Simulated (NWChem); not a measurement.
**C2H6Se (dimethyl selenide) at 4 levels**

Wanted: a comparison of 4 runs (TDA-B3LYP/LANL2DZ, TDA-B3LYP/jorge-DZP, TDA-B3LYP/SBKJC-VDZ, TDA-B3LYP/DGauss-DZVP) of C2H6Se (dimethyl selenide). 

The results are computed with NWChem 7.3.0.

**1. Starting point**

The species is C2H6Se (9 atoms), meant as a singlet with charge 0. SMILES: `C[Se]C`. Geometry: relaxed at PBE0-D4/def2-TZVP.

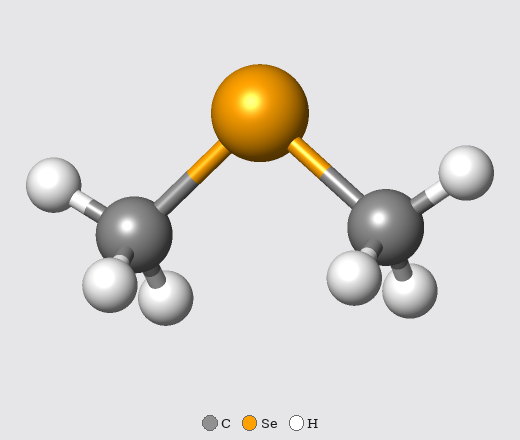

The structure, seen from a chosen angle (carbon grey, selenium orange, hydrogen white).

**2. The vertical excitations at TDA-B3LYP/LANL2DZ (core potential) (run 1)**

Contents of c2h6se.nw:

```
start c2h6se
memory total 2200 mb

geometry units angstrom noautosym nocenter noautoz
  C       -0.594400       0.668400      -1.138000
  Se       1.137100       0.569700      -0.268200
  C        0.625700      -0.672800       1.131400
  H       -0.892600      -0.313800      -1.503200
  H       -0.489400       1.349300      -1.982000
  H       -1.343000       1.060700      -0.450400
  H       -0.158200      -0.242200       1.753800
  H        0.291600      -1.615500       0.699100
  H        1.511500      -0.850200       1.740300
end

basis spherical bse
  C library LANL2DZ
  Se library LANL2DZ
  H library LANL2DZ
end

ecp bse
  Se library LANL2DZ
end

dft
  xc b3lyp
  mult 1
  grid fine
  convergence energy 1e-08
  maxiter 100
  mulliken
  print low
end

tddft
  cis
  nroots 4
  notriplet
end

task tddft energy
```

Launch:

```console
$ nwchem c2h6se.nw > c2h6se.out
```

Output:

```text
[...]
 d= 0,ls=0.0,diis     1    -89.0054747821 -1.49D+02  1.75D-02  1.75D-01     1.7
[...]
 d= 0,ls=0.0,diis     7    -89.0310372683 -6.24D-09  1.17D-06  1.00D-09     8.4
         Total DFT energy =      -89.031037268262
      One electron energy =     -239.480808913597
           Coulomb energy =      105.425041051448
    Exchange-Corr. energy =      -15.109631354161
 Nuclear repulsion energy =       60.134361948048
[...]
      Total Density - Mulliken Population Analysis
     ---------------------------------------------
    Atom       Charge   Shell Charges
 -----------   ------   -------------------------------------------------------
    1 C    6     6.84   2.00  0.72  0.78  2.73  0.62
    2 Se   6     5.78   0.44  1.49  2.24  1.62
    3 C    6     6.84   2.00  0.72  0.78  2.73  0.62
    4 H    1     0.75   0.52  0.24
    5 H    1     0.76   0.52  0.24
    6 H    1     0.75   0.52  0.24
    7 H    1     0.75   0.52  0.24
    8 H    1     0.75   0.52  0.24
    9 H    1     0.76   0.52  0.24
[...]
         Spin multiplicity :       1
[...]
              XC Information
              --------------
                  B3LYP Method XC Potential
              Hartree-Fock (Exact) Exchange   0.20
                 Slater Exchange Functional   0.80 local
             Becke 1988 Exchange Functional   0.72 non-local
       Lee-Yang-Parr Correlation Functional   0.81
           VWN I RPA Correlation Functional   0.19 local
[...]
         Wavefunction type : Restricted singlets
          No. of electrons :      24
[...]
  Root   1 singlet a              0.186795152 a.u.                5.0830 eV
[...]
     Dipole Oscillator Strength                    0.0000000002
[...]
     Total Oscillator Strength                     0.0000008434
[...]
  Root   2 singlet a              0.231688897 a.u.                6.3046 eV
[...]
  Root   3 singlet a              0.294169812 a.u.                8.0048 eV
[...]
     Dipole Oscillator Strength                    0.0000159847
[...]
     Total Oscillator Strength                     0.0000166401
[...]
  Root   4 singlet a              0.306813543 a.u.                8.3488 eV
[...]
     Dipole Oscillator Strength                    0.1420470616
[...]
     Total Oscillator Strength                     0.1420506453
[...]
```

Run time: 39 s. Hardware: 1 thread of AMD EPYC 7R43 (Zen 3), shared host; peak memory 0.11 GiB.

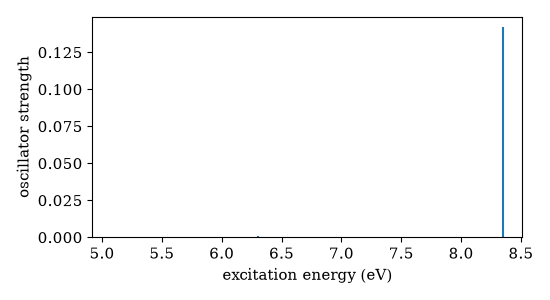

Vertical excitations as sticks.

The roots found:

| excited state | energy (eV) | strength | label |
| --- | --- | --- | --- |
| 1 | 5.083 | 0.0000 | singlet a |
| 2 | 6.305 | 0.0011 | singlet a |
| 3 | 8.005 | 0.0000 | singlet a |
| 4 | 8.349 | 0.1420 | singlet a |

**3. The excited states at TDA-B3LYP/jorge-DZP (run 2)**

Contents of c2h6se.nw:

```
start c2h6se
title "C2H6Se B3LYP"
memory stack 880 mb heap 220 mb global 1100 mb

geometry units bohr noautosym nocenter noautoz
  C     -1.12325321     1.26309294    -2.15050833
  Se     2.14880758     1.07657697    -0.50682455
  C      1.18240164    -1.27140774     2.13803614
  H     -1.68676954    -0.59299606    -2.84063631
  H     -0.92483197     2.54980746    -3.74543718
  H     -2.53790219     2.00443250    -0.85113265
  H     -0.29895467    -0.45769167     3.31420168
  H      0.55104414    -3.05285255     1.32110753
  H      2.85632104    -1.60664515     3.28869037
end

basis spherical bse
  * library jorge-DZP
end

dft
  xc b3lyp
  grid fine
  convergence energy 1e-08
  iterations 100
  mulliken
  print low
end

tddft
  cis
  nroots 4
  notriplet
end

task tddft
```

Launch:

```console
$ nwchem c2h6se.nw > c2h6se.out
```

Output:

```text
[...]
 d= 0,ls=0.0,diis     1  -2481.2939205230 -2.67D+03  5.93D-03  8.99D+00     6.9
[...]
 d= 0,ls=0.0,diis     8  -2481.3283256399  6.58D-10  1.67D-06  2.86D-08    33.9
         Total DFT energy =    -2481.328325639869
      One electron energy =    -3823.205873275520
           Coulomb energy =     1255.145699158444
    Exchange-Corr. energy =     -100.337051031222
 Nuclear repulsion energy =      187.068899508428
[...]
      Total Density - Mulliken Population Analysis
     ---------------------------------------------
    Atom       Charge   Shell Charges
 -----------   ------   -------------------------------------------------------
    1 C    6     6.40   0.93  1.05  0.68  0.56  2.54  0.60  0.04
    2 Se  34    33.77   0.35  0.71  0.90  1.00  1.01  2.01  0.99  0.89  2.32  2.56  1.35  5.77  1.68  2.24  8.23  1.77  0.00
    3 C    6     6.40   0.93  1.05  0.68  0.56  2.54  0.60  0.04
    4 H    1     0.90   0.73  0.15  0.02
    5 H    1     0.91   0.73  0.16  0.02
    6 H    1     0.90   0.73  0.15  0.02
    7 H    1     0.90   0.73  0.15  0.02
    8 H    1     0.90   0.73  0.15  0.02
    9 H    1     0.91   0.73  0.16  0.02
[...]
         Spin multiplicity :       1
[...]
              XC Information
              --------------
                  B3LYP Method XC Potential
              Hartree-Fock (Exact) Exchange   0.20
                 Slater Exchange Functional   0.80 local
             Becke 1988 Exchange Functional   0.72 non-local
       Lee-Yang-Parr Correlation Functional   0.81
           VWN I RPA Correlation Functional   0.19 local
[...]
         Wavefunction type : Restricted singlets
          No. of electrons :      52
[...]
  Root   1 singlet a              0.188334579 a.u.                5.1248 eV
[...]
     Dipole Oscillator Strength                    0.0000000004
[...]
     Total Oscillator Strength                     0.0000007387
[...]
  Root   2 singlet a              0.221825555 a.u.                6.0362 eV
[...]
  Root   3 singlet a              0.235957978 a.u.                6.4207 eV
[...]
     Dipole Oscillator Strength                    0.0000852656
[...]
     Total Oscillator Strength                     0.0000853741
[...]
  Root   4 singlet a              0.273937174 a.u.                7.4542 eV
[...]
     Dipole Oscillator Strength                    0.0038953436
[...]
     Total Oscillator Strength                     0.0038958376
[...]
```

It took 3.5 min on 1 thread of AMD EPYC 7R43 (Zen 3), shared host; peak memory 0.11 GiB.

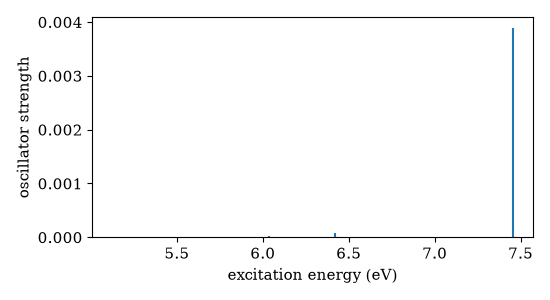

Vertical excitations as sticks.

The roots found:

| excited state | energy (eV) | strength | label |
| --- | --- | --- | --- |
| 1 | 5.125 | 0.0000 | singlet a |
| 2 | 6.036 | 0.0000 | singlet a |
| 3 | 6.421 | 0.0001 | singlet a |
| 4 | 7.454 | 0.0039 | singlet a |

Run 3 isn't shown in full; the table further down has it.

**4. The vertical excitations at TDA-B3LYP/DGauss-DZVP (run 4)**

Contents of struct.nw:

```
start struct
title "C2H6Se B3LYP"
memory stack 880 mb heap 220 mb global 1100 mb
geometry units atomic noautosym nocenter noautoz
  C   -1.12325321   1.26309294  -2.15050833
  Se   2.14880758   1.07657697  -0.50682455
  C    1.18240164  -1.27140774   2.13803614
  H   -1.68676954  -0.59299606  -2.84063631
  H   -0.92483197   2.54980746  -3.74543718
  H   -2.53790219   2.00443250  -0.85113265
  H   -0.29895467  -0.45769167   3.31420168
  H    0.55104414  -3.05285255   1.32110753
  H    2.85632104  -1.60664515   3.28869037
end
basis spherical bse
  * library DGauss-DZVP
end
dft
  xc b3lyp
  mult 1
  grid fine
  convergence energy 1e-08
  iterations 100
  mulliken
  noprint "final vectors analysis"
end
tddft
  cis
  nroots 4
  notriplet
end
task tddft energy
```

Launch:

```console
$ nwchem struct.nw > struct.out
```

Output:

```text
[...]
          Wavefunction type:  closed shell.
          No. of atoms     :     9
          No. of electrons :    52
[...]
          Charge           :     0
          Spin multiplicity:     1
[...]
          AO basis - number of functions:    67
[...]
              XC Information
              --------------
                         B3LYP Method XC Potential
                     Hartree-Fock (Exact) Exchange  0.200
                        Slater Exchange Functional  0.800 local
                    Becke 1988 Exchange Functional  0.720 non-local
              Lee-Yang-Parr Correlation Functional  0.810
                  VWN I RPA Correlation Functional  0.190 local
[...]
 d= 0,ls=0.0,diis     1  -2480.9153330439 -2.67D+03  7.45D-03  2.34D-01     4.6
[...]
 d= 0,ls=0.0,diis     8  -2480.9420828214 -4.46D-10  1.63D-06  5.70D-09    21.1
         Total DFT energy =    -2480.942082821362
      One electron energy =    -3820.165699984948
           Coulomb energy =     1252.237834174323
    Exchange-Corr. energy =     -100.083116519165
 Nuclear repulsion energy =      187.068899508428
[...]
      Total Density - Mulliken Population Analysis
     ---------------------------------------------
    Atom       Charge   Shell Charges
 -----------   ------   -------------------------------------------------------
    1 C    6     6.66   2.00  0.78  0.59  2.62  0.63  0.05
    2 Se  34    34.05   2.00  2.00  2.00  1.11  0.79  6.00  6.01  3.34  0.69  9.92  0.19
    3 C    6     6.66   2.00  0.78  0.59  2.62  0.63  0.05
    4 H    1     0.77   0.57  0.21
    5 H    1     0.77   0.57  0.20
    6 H    1     0.77   0.57  0.21
    7 H    1     0.77   0.57  0.21
    8 H    1     0.77   0.57  0.21
    9 H    1     0.77   0.57  0.20
[...]
  Root   1 singlet a              0.177067523 a.u.                4.8183 eV
[...]
     Dipole Oscillator Strength                    0.0000000004
[...]
     Total Oscillator Strength                     0.0000007478
[...]
  Root   2 singlet a              0.219307255 a.u.                5.9677 eV
[...]
  Root   3 singlet a              0.263169282 a.u.                7.1612 eV
[...]
     Dipole Oscillator Strength                    0.0018937503
[...]
     Total Oscillator Strength                     0.0018949823
[...]
  Root   4 singlet a              0.293451391 a.u.                7.9852 eV
[...]
     Dipole Oscillator Strength                    0.0926362077
[...]
     Total Oscillator Strength                     0.0926386445
[...]
```

Run time: 95 s. Hardware: 1 thread of AMD EPYC 7R43 (Zen 3), shared host; peak memory 0.11 GiB.

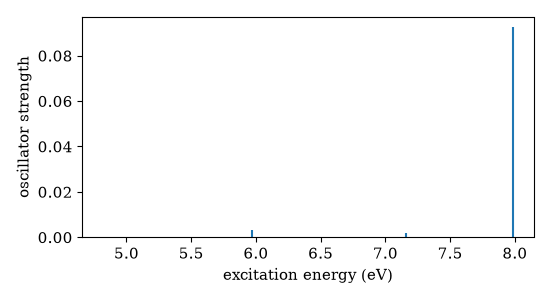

Vertical excitations as sticks.

The roots found:

| excited state | energy (eV) | strength | label |
| --- | --- | --- | --- |
| 1 | 4.818 | 0.0000 | singlet a |
| 2 | 5.968 | 0.0032 | singlet a |
| 3 | 7.161 | 0.0019 | singlet a |
| 4 | 7.985 | 0.0926 | singlet a |

**5. The series**

| run | level | core potential | energy (Eh) | lowest excitation energy (eV) | wall time |
| --- | --- | --- | --- | --- | --- |
| 1 | TDA-B3LYP/LANL2DZ (core potential) | LANL2DZ | -89.031037 | 5.08 | 39 s |
| 2 | TDA-B3LYP/jorge-DZP | – | -2481.328326 | 5.12 | 3.5 min |
| 3 | TDA-B3LYP/SBKJC-VDZ (core potential) | SBKJC-VDZ | -24.218395 | 4.99 | 34 s |
| 4 | TDA-B3LYP/DGauss-DZVP | – | -2480.942083 | 4.82 | 95 s |

**6. What came out**

| quantity | value |
| --- | --- |
| run 4: ground-state or mean-field energy | -2480.94208 Eh |
| run 4: dipole moment (of the density that the program reports) | 1.57 D |
| run 4: lowest singlet excitation energy | 4.82 eV |

What this shows: Some runs of one species differ in core potentials or relativity; totals across that change don't compare. All runs together took 6.3 min, the longest 3.5 min.
